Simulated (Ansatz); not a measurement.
Converging shifted k-point meshes: InBi (R3m, 2 atoms in the cell)

```
InBi
1.0
    0.00000     3.39369     3.39369
    3.39369     0.00000     3.39369
    3.39369     3.39369     0.00000
In Bi
1 1
Cartesian
  0.02887   0.02887   0.02887
  1.69685   1.69685   1.69685
```

Method of the run: PBEsol, default PAW files made with PBE (plane waves; Ansatz, a quantum-chemistry and plane-wave program).

Base settings: basis.ecutwfc = 420 eV; kpoints.mp_grid.grid = 9 9 9; hamiltonian.xc = pbesol; hamiltonian.pseudopotentials = {kind: paw} (the program's default PAW files); scf.occupations.method = gaussian; scf.occupations.width = 0.1 eV.

In this ladder: kpoints.mp_grid.shift = 0.5 0.5 0.5.

Only quantities that move along the ladder and can be compared are tabulated.

The count of work is k-points × plane waves × bands × iterations; it is no time. Core times come from one kind of shared machine, to one figure; runs under 30 s give none.

The starting cell comes from a database of computed structures (which also holds hypothetical and non-ambient phases and stackings), without a prior relaxation at this level. Its lattice was rescaled by up to half a per cent. One atom was moved a little off its site on purpose. Ansatz's pressure includes its estimate of the finite-basis (Pulay) stress.

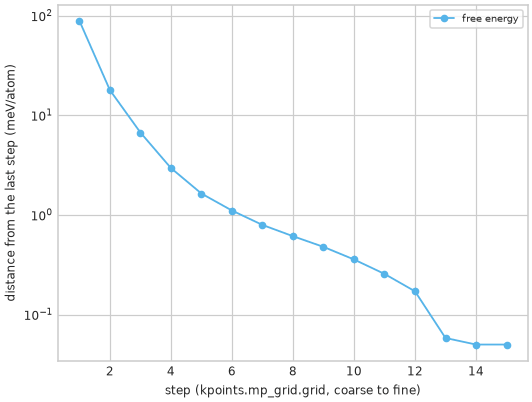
Figure. Distance from the last step along the ladder; very small values are drawn at a floor.

```csv
kpoints.mp_grid.grid,free energy less the last step's (meV/atom),pressure (GPa),largest difference of a force vector from the last step's (eV/Å),count of work / last,core time / last (rough)
2 2 2,88.91,-0.76,0.437,0.0014,–
3 3 3,17.90,-0.92,0.033,0.0035,–
4 4 4,6.72,-0.96,0.087,0.0058,–
5 5 5,2.96,-0.97,0.085,0.011,–
6 6 6,1.64,-0.96,0.072,0.016,–
7 7 7,1.11,-0.97,0.054,0.030,–
8 8 8,0.79,-0.97,0.040,0.041,–
9 9 9,0.61,-0.97,0.030,0.058,–
10 10 10,0.48,-0.97,0.020,0.075,–
11 11 11,0.36,-0.97,0.013,0.099,–
12 12 12,0.26,-0.97,0.008,0.12,–
13 13 13,0.17,-0.96,0.005,0.16,0.2
15 15 15,0.06,-0.96,0.001,0.23,0.2
18 18 18,-0.01,-0.96,0.001,0.39,0.4
22 22 22,-0.01,-0.97,0.000,0.69,0.7
25 25 25,0.00,-0.97,0.000,1.0,1
```

Coarsest kpoints.mp_grid.grid that holds the forces within 0.01 eV/Å of the last step, with all finer ones: 12 12 12, at 0.12 of the last step's count of work; the step before is off by 0.013 eV/Å.

Coarsest kpoints.mp_grid.grid that holds the pressure within 0.1 GPa of the last step, with all finer ones: 3 3 3, at 0.0035 of the last step's count of work; the step before is off by 0.21 GPa.

Coarsest kpoints.mp_grid.grid that holds the free energy within 2 meV/atom of the last step, with all finer ones: 6 6 6, at 0.016 of the last step's count of work; the step before is off by 3.0 meV/atom.

Keys are those of Ansatz 0.2.
